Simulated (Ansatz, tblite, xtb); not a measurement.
**Si2H6TeO (SMILES O[SiH]([SiH3])[TeH]): methods side by side**

The species is Si2H6TeO (10 atoms), meant as a singlet with charge 0. As SMILES, `O[SiH]([SiH3])[TeH]`. The coordinates come from a PBE0-D4/def2-TZVP relaxation. This is one conformer, not always the lowest.

```xyz
10

O    -0.7303    1.8678   -0.8307
Si   -0.5421    0.7480    0.3662
Si    1.4280   -0.5009    0.1732
Te   -2.4145   -0.9090    0.4887
H    -0.9826    1.5446   -1.6974
H    -0.6117    1.5208    1.6301
H     1.3165   -1.3832   -1.0215
H     1.5992   -1.3465    1.3836
H     2.6223    0.3721    0.0096
H    -1.6017   -1.9648   -0.4989
```

Each level gives the dipole moment (D). The values are calculated.

| level | kind | program | value (D) | CPU time |
| --- | --- | --- | --- | --- |
| IPEA1-xTB | semi-empirical | tblite | 1.86 | under 2 s |
| GFN2-xTB | semi-empirical | tblite | 1.30 | under 2 s |
| GFN1-xTB | semi-empirical | tblite | 2.07 | under 2 s |
| GFN0-xTB | semi-empirical | xtb | 2.60 | under 2 s |
| HF/def2-SVP (core potential) | Hartree–Fock | Ansatz | 1.28 | 23 s |
| B3LYP/def2-SVP (core potential) | global hybrid | Ansatz | 1.16 | 40 s |
| PBE0/def2-SVP (core potential) | global hybrid | Ansatz | 1.21 | 39 s |
| CAM-B3LYP/def2-SVP (core potential) | range-separated hybrid | Ansatz | 1.21 | 44 s |
| MP2/def2-SVP (core potential) | perturbation theory | Ansatz | 1.29 | 42 s |

The values span 1.16 to 2.60 D. In the correlated wave-function rows the outer d shell of Te is correlated, in sets not made for it. CPU times are rough (shared hosts, several kinds of processor): they show what a rung costs within a factor of a few.

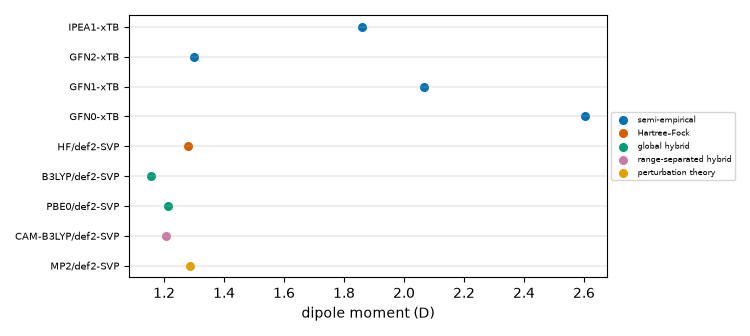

The values of the table, level by level.
